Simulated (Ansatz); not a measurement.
# C₂H₅ClOSi: geometry relaxation (part 2 of 2)

C₂H₅ClOSi; UKS PBE0-D4/def2-SVP (Ansatz 0.2.0). It belongs to a series of runs on one base structure; here: end point A relaxed.

Geometry of the input (Å):
```
C  -0.6792  1.1831  0.1221
Si -0.2032  -0.4604  -0.4383
Cl 0.3859  -0.3303  -2.4117
C  1.2578  -1.1624  0.5922
O  1.2709  -0.8695  1.7584
H  0.1075  1.9505  0.0819
H  -1.4940  1.6257  -0.5279
H  -1.0725  1.2228  1.1284
H  -1.3737  -1.3509  -0.4202
H  1.8836  -1.8597  0.1180
```

**Trajectory as extended XYZ, continued**
```
10
Properties=species:S:1:pos:R:3:forces:R:3 step=6 energy=-24582.25074
C    -0.7070    1.2466    0.1242    0.0083   0.0320  -0.0133
Si   -0.2538   -0.4478   -0.4902    0.0553  -0.0116   0.0105
Cl    0.4749   -0.3828   -2.4347   -0.0322   0.0007  -0.0071
C     1.1739   -1.1511    0.5974   -0.0132  -0.0108  -0.0564
O     1.2395   -0.8641    1.7663   -0.0236   0.0349   0.1135
H     0.1424    1.9373    0.0025   -0.0318  -0.0302   0.0143
H    -1.5659    1.6470   -0.4325   -0.0304   0.0334   0.0059
H    -0.9652    1.1964    1.1945    0.0271  -0.0238  -0.0325
H    -1.3983   -1.4053   -0.4574    0.0026   0.0144  -0.0053
H     1.9427   -1.8274    0.1328    0.0378  -0.0391  -0.0295
10
Properties=species:S:1:pos:R:3:forces:R:3 step=7 energy=-24582.25179
C    -0.7062    1.2469    0.1225    0.0213   0.0076  -0.0142
Si   -0.2510   -0.4463   -0.4932    0.0273  -0.0203  -0.0064
Cl    0.4798   -0.3837   -2.4355   -0.0190   0.0036  -0.0334
C     1.1713   -1.1527    0.5989   -0.0181   0.0164  -0.0463
O     1.2265   -0.8647    1.7684   -0.0075   0.0133   0.1044
H     0.1352    1.9429   -0.0145   -0.0027  -0.0094   0.0172
H    -1.5781    1.6436   -0.4154   -0.0445   0.0222  -0.0052
H    -0.9413    1.1905    1.1969    0.0156  -0.0086  -0.0023
H    -1.3983   -1.4003   -0.4642    0.0033   0.0060   0.0015
H     1.9452   -1.8272    0.1390    0.0242  -0.0308  -0.0154
10
Properties=species:S:1:pos:R:3:forces:R:3 step=8 energy=-24582.25357
C    -0.7012    1.2474    0.1177   -0.0133   0.0146   0.0116
Si   -0.2416   -0.4415   -0.5060   -0.0050  -0.0051  -0.0235
Cl    0.4811   -0.3824   -2.4513   -0.0002   0.0029  -0.0184
C     1.1662   -1.1497    0.6054   -0.0205  -0.0218   0.0302
O     1.1842   -0.8748    1.7809    0.0162  -0.0178  -0.0412
H     0.1202    1.9583   -0.0568   -0.0025   0.0020   0.0140
H    -1.6091    1.6302   -0.3725    0.0197  -0.0127   0.0231
H    -0.8768    1.1778    1.2040    0.0062   0.0161  -0.0361
H    -1.3914   -1.3920   -0.4784    0.0090  -0.0118   0.0112
H     1.9515   -1.8244    0.1599   -0.0096   0.0337   0.0290
10
Properties=species:S:1:pos:R:3:forces:R:3 step=9 energy=-24582.25375
C    -0.6981    1.2475    0.1166   -0.0106  -0.0113   0.0153
Si   -0.2411   -0.4415   -0.5136   -0.0353  -0.0156   0.0303
Cl    0.4799   -0.3831   -2.4593    0.0041   0.0014  -0.0049
C     1.1584   -1.1515    0.6084    0.0539   0.0469   0.0130
O     1.1693   -0.8755    1.7839   -0.0142  -0.0384  -0.0565
H     0.1196    1.9607   -0.0665   -0.0115   0.0012   0.0074
H    -1.6152    1.6283   -0.3579    0.0301  -0.0095   0.0193
H    -0.8565    1.1734    1.2058    0.0062   0.0135  -0.0498
H    -1.3892   -1.3949   -0.4817    0.0064   0.0059  -0.0037
H     1.9559   -1.8145    0.1671   -0.0292   0.0060   0.0296
10
Properties=species:S:1:pos:R:3:forces:R:3 step=10 energy=-24582.25415
C    -0.6957    1.2482    0.1150   -0.0121  -0.0201   0.0116
Si   -0.2426   -0.4433   -0.5114   -0.0262   0.0079   0.0254
Cl    0.4740   -0.3864   -2.4582    0.0086  -0.0004  -0.0189
C     1.1583   -1.1512    0.6090    0.0125   0.0314  -0.0989
O     1.1514   -0.9005    1.7884   -0.0136   0.0021   0.0948
H     0.1223    1.9593   -0.0732   -0.0029   0.0098   0.0023
H    -1.6133    1.6281   -0.3586    0.0226  -0.0038   0.0182
H    -0.8507    1.1787    1.2045   -0.0007   0.0111  -0.0355
H    -1.3908   -1.3945   -0.4759   -0.0088  -0.0066   0.0005
H     1.9702   -1.7896    0.1633    0.0208  -0.0313   0.0005
10
Properties=species:S:1:pos:R:3:forces:R:3 step=11 energy=-24582.25457
C    -0.6926    1.2506    0.1118    0.0021  -0.0269  -0.0011
Si   -0.2423   -0.4429   -0.5134    0.0047   0.0368   0.0357
Cl    0.4692   -0.3890   -2.4623    0.0021  -0.0028  -0.0134
C     1.1583   -1.1481    0.6095   -0.0156  -0.0339  -0.0277
O     1.1215   -0.9331    1.7964   -0.0001   0.0130   0.0121
H     0.1201    1.9642   -0.0895   -0.0032   0.0055  -0.0039
H    -1.6180    1.6263   -0.3481    0.0064   0.0029   0.0026
H    -0.8317    1.1842    1.2029   -0.0061   0.0039  -0.0060
H    -1.3879   -1.3964   -0.4687   -0.0106  -0.0043  -0.0032
H     1.9864   -1.7670    0.1644    0.0203   0.0057   0.0049
10
Properties=species:S:1:pos:R:3:forces:R:3 step=12 energy=-24582.25465
C    -0.6914    1.2530    0.1098    0.0075  -0.0052   0.0068
Si   -0.2385   -0.4420   -0.5072   -0.0891   0.0092  -0.0213
Cl    0.4591   -0.3964   -2.4620    0.0066   0.0015  -0.0001
C     1.1609   -1.1515    0.6079    0.0640  -0.0499  -0.0050
O     1.1115   -0.9653    1.7991   -0.0219   0.0233   0.0341
H     0.1221    1.9669   -0.0854    0.0099   0.0113  -0.0037
H    -1.6114    1.6279   -0.3619    0.0040  -0.0057   0.0025
H    -0.8438    1.1917    1.1992   -0.0057   0.0015  -0.0028
H    -1.3904   -1.3904   -0.4543    0.0215   0.0088  -0.0005
H     2.0050   -1.7449    0.1578    0.0032   0.0051  -0.0101
10
Properties=species:S:1:pos:R:3:forces:R:3 step=13 energy=-24582.25486
C    -0.6897    1.2524    0.1093    0.0142  -0.0101  -0.0011
Si   -0.2434   -0.4449   -0.5060   -0.0243   0.0138  -0.0112
Cl    0.4570   -0.3980   -2.4596    0.0047  -0.0003  -0.0125
C     1.1600   -1.1525    0.6083    0.0106   0.0102   0.0757
O     1.1003   -0.9763    1.8018    0.0029  -0.0134  -0.0733
H     0.1256    1.9629   -0.0906    0.0109   0.0100  -0.0039
H    -1.6094    1.6291   -0.3602   -0.0107   0.0005  -0.0046
H    -0.8386    1.1945    1.1988   -0.0093   0.0006   0.0174
H    -1.3942   -1.3916   -0.4541   -0.0048  -0.0070   0.0046
H     2.0156   -1.7266    0.1551    0.0059  -0.0045   0.0089
10
Properties=species:S:1:pos:R:3:forces:R:3 step=14 energy=-24582.25494
C    -0.6895    1.2523    0.1097    0.0074  -0.0064   0.0002
Si   -0.2434   -0.4445   -0.5074   -0.0131   0.0073  -0.0010
Cl    0.4572   -0.3977   -2.4611    0.0010   0.0005  -0.0066
C     1.1602   -1.1519    0.6082    0.0094   0.0000   0.0325
O     1.1012   -0.9729    1.8008   -0.0006  -0.0046  -0.0325
H     0.1258    1.9634   -0.0894    0.0045   0.0052  -0.0023
H    -1.6096    1.6290   -0.3597   -0.0040   0.0012  -0.0016
H    -0.8391    1.1934    1.1994   -0.0053  -0.0001   0.0052
H    -1.3936   -1.3923   -0.4543   -0.0026  -0.0023   0.0010
H     2.0142   -1.7299    0.1567    0.0033  -0.0008   0.0052
10
Properties=species:S:1:pos:R:3:forces:R:3 step=15 energy=-24582.25499
C    -0.6885    1.2526    0.1095    0.0001   0.0014   0.0025
Si   -0.2439   -0.4448   -0.5070   -0.0013  -0.0011  -0.0001
Cl    0.4528   -0.3991   -2.4625   -0.0015   0.0007  -0.0002
C     1.1613   -1.1519    0.6079    0.0062  -0.0075   0.0058
O     1.0967   -0.9802    1.8010   -0.0008   0.0006  -0.0092
H     0.1281    1.9631   -0.0877   -0.0005  -0.0006   0.0001
H    -1.6069    1.6300   -0.3631    0.0008   0.0009   0.0006
H    -0.8424    1.1944    1.1989   -0.0007  -0.0003  -0.0038
H    -1.3947   -1.3920   -0.4506    0.0014   0.0011   0.0004
H     2.0204   -1.7231    0.1567   -0.0037   0.0050   0.0039
```

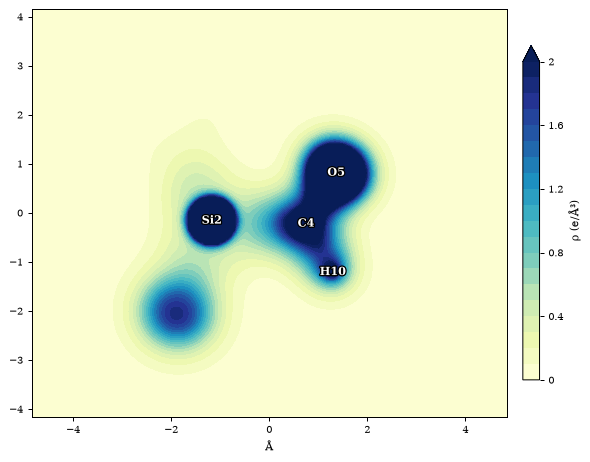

*Total electron density on the plane of atoms Si2, C4 and H10.*

The plane passes through Si, C, O and H nuclei. C–H (1.13 Å): ρ at the midpoint is about 1.9 e/Å³. C–Si (1.93 Å): ρ is about 0.93 e/Å³ halfway.

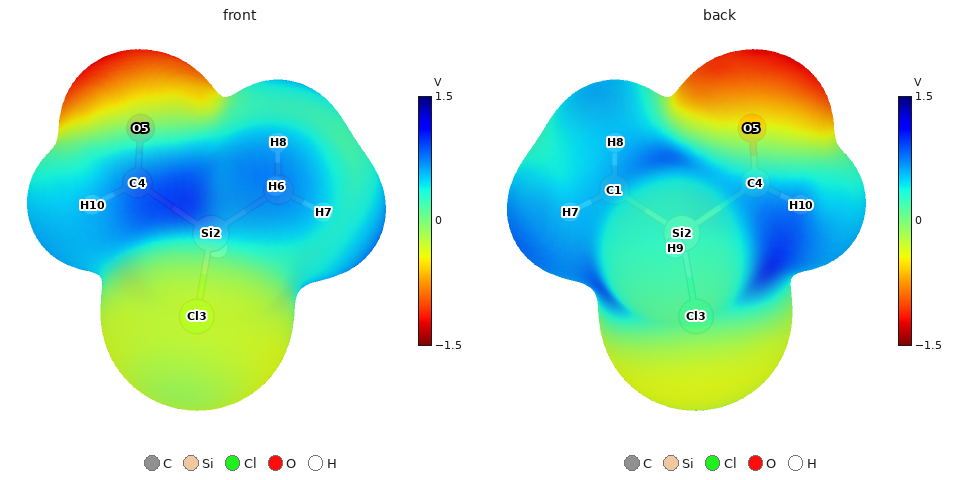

*The molecular electrostatic potential painted on the density surface at 0.001 e/bohr³, seen face on and from behind; red is negative and blue positive.*

A positive charge is drawn to the negative regions and a negative charge to the positive ones.

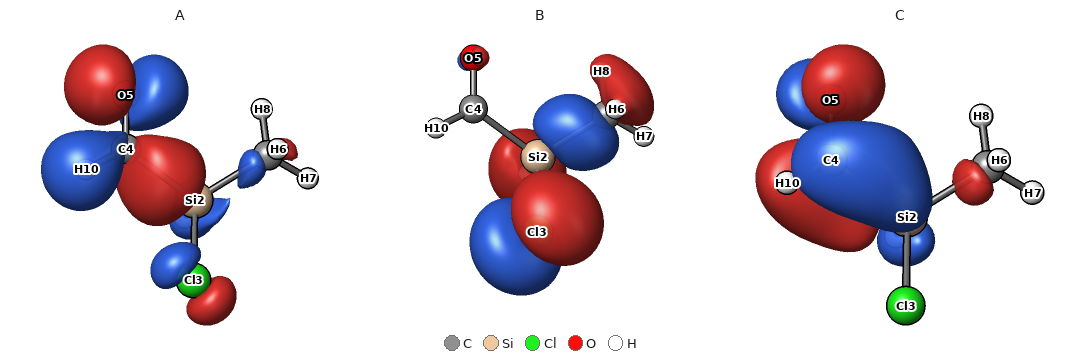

*Three frontier orbitals at ±0.1 Å⁻³ᐟ² (red and blue are the two phases).*

B is the HOMO−1 (α) (−8.89 eV). A is the HOMO (α) (−7.09 eV). Its weight (Hirshfeld) is mainly on O5 (50 %), C4 (20 %), Si2 (15 %) and H10 (10 %). C is the LUMO (α) (−1.65 eV). It lies mainly on C4 (40 %), O5 (30 %) and Si2 (15 %); π-antibonding (π*) across C4–O5. The HOMO–LUMO gap is 5.44 eV between the orbital energies.

**Summary**

```tsv
quantity	value
outcome	converged
total energy	−24582.2550 eV
mean-field energy	−24582.0581 eV
largest force (length of the vector) at the end	0.011 eV/Å
wall time	2.3 min (CPU time 4.4 min)
peak memory	0.33 GiB
```
